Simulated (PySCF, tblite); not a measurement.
# In(H2S)H3: geometry, infrared bands

What infrared bands should In(H2S)H3 (`[H][In]([H])([H])<-[SH2]`) show?

Programs: tblite 0.8.0 and PySCF 2.14.0. Each step states its level of theory. These are calculated values for one molecule in the gas phase, unless marked as measured. Atoms are numbered from 0 throughout.

## (1) The starting structure

7 atoms, charge 0, multiplicity 1; geometry from: start built from the parent or by distance geometry.

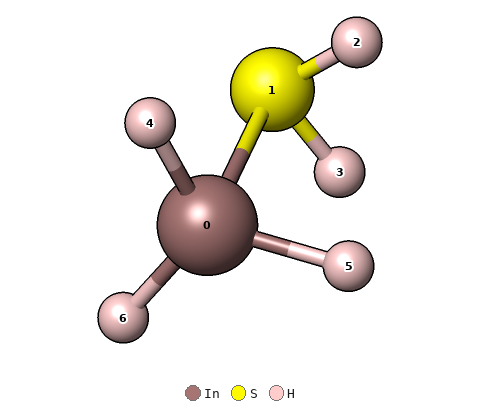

The starting geometry (indium brown, sulfur yellow, hydrogen pink), atoms numbered; sticks join atoms by distance.

## (2) Optimising the geometry with GFN2-xTB

The job: settings as JSON, then the geometry in Å.

```
{"job": {"kind": "relax", "xc": "GFN2-xTB", "basis": "xTB"}, "charge": 0, "multiplicity": 1}
In     0.151800    -0.230800    -1.105400
S      0.136900    -0.249400     1.589100
H      0.526600     1.016100     1.652100
H     -1.151300     0.062400     1.616800
H      1.804600    -0.185100    -1.333100
H     -0.731900     1.247500    -1.121200
H     -0.730000    -1.650900    -1.352400
```

Command:

```sh
$ OMP_NUM_THREADS=1 python redox_run.py task.json out
```

One launch serves the whole session: the jobs run in the order shown.

**Question.** This job is followed by: GFN2-xTB harmonic vibrations, gas phase; PBE-D3(BJ)/def2-SVP geometry optimisation, gas phase. What will the session give for the following? strongest single infrared mode (GFN2-xTB); zero-point energy (GFN2-xTB); point group; rotational constants (main isotopes).

The runs gave:

| quantity | value |
| --- | --- |
| strongest single infrared mode (GFN2-xTB) | 1692 cm⁻¹, 574 km/mol |
| zero-point energy (GFN2-xTB) | 20.5 kcal/mol |
| point group | Cs |
| rotational constants (main isotopes) | 39.45, 2.20, 2.20 GHz |

**Reading.** Over 13 steps the energy fell by 0.007 eV; of the close pairs, In0–H4 changed most, 1.669 to 1.691 Å (GFN2-xTB). No mode is imaginary among the 15: a minimum at this level. The strongest single mode, at 1692 cm⁻¹, moves mainly H6 and H4. Unscaled tight-binding wavenumbers are off by several per cent, some by more. Its intensities can rank the bands wrongly. The optimisation took 4 steps and gained 0.136 eV; among the close pairs (by a distance rule), In0–S1 changed most, from 2.711 to 2.898 Å (PBE/def2-SVP).
